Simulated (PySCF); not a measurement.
The calculation's input:

```
{"job": {"kind": "epr", "basis": "pcH-1"}, "charge": 0, "multiplicity": 2}
C     -0.743137     1.857753    -0.610097
C     -1.324674     0.668471    -0.586551
C     -1.070440    -0.376646     0.438423
C     -2.348095    -1.105234     0.841446
Si     0.254716    -1.544982    -0.354478
Si     2.316995    -0.581484    -0.610474
P      2.508783     0.666971     1.254922
H     -0.052316     2.159032     0.162477
H     -0.935173     2.577283    -1.387649
H     -2.018329     0.389009    -1.369861
H     -0.621243     0.088991     1.321828
H     -2.806384    -1.581908    -0.022877
H     -3.067953    -0.405729     1.265045
H     -2.137258    -1.872034     1.583617
H     -0.381713    -2.138123    -1.549123
H      3.338770    -1.633687    -0.485152
H      2.785949     0.237516    -1.747516
H      2.407308     1.887226     0.622144
H      3.884391     0.716825     1.226415
```

Launched as:

```sh
OMP_NUM_THREADS=1 python probes_run.py task.json out
```

Geometry: GFN2-xTB.

The calculation used UKS B3LYP, pcH-1 on C H P Si, non-relativistic, mean-field spin-orbit, GIAO in PySCF 2.14.0, density-fitted response routines.

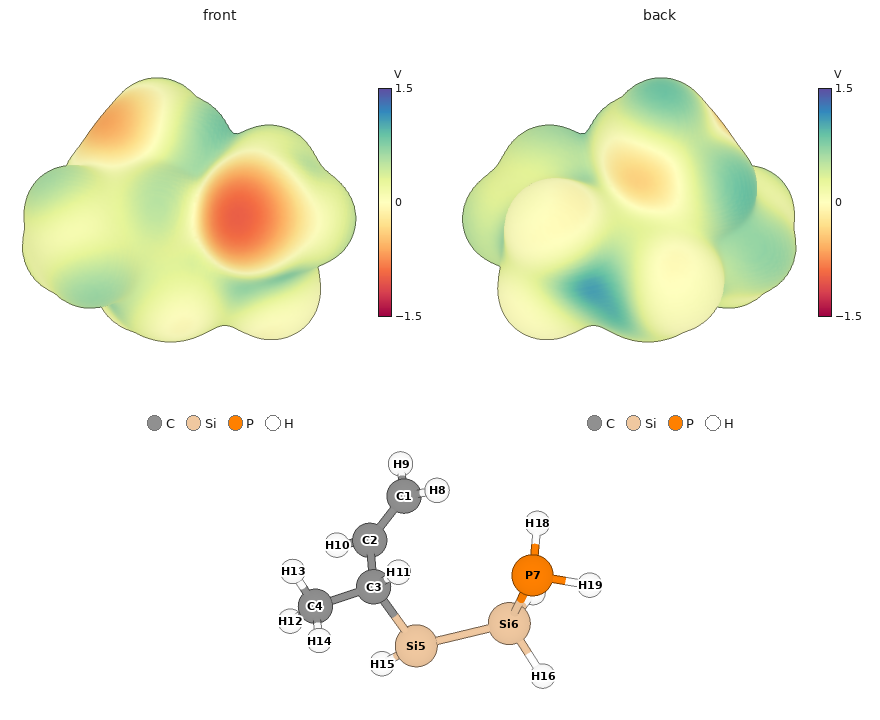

C4H12PSi2 (doublet). The electrostatic potential painted on the density surface at 0.002 e/bohr³, seen from the front and from behind; red is negative and blue positive. The bare structure is drawn below in the same view.

### Which sites attract a positive test charge, and which a negative one?

A positive charge is drawn to the negative regions and a negative charge to the positive ones. The most negative region (about −0.9 V, or −21 kcal/mol for a unit charge) lies over P7, the most positive (about +1.0 V, or +23 kcal/mol for a unit charge) over Si5 and Si6.
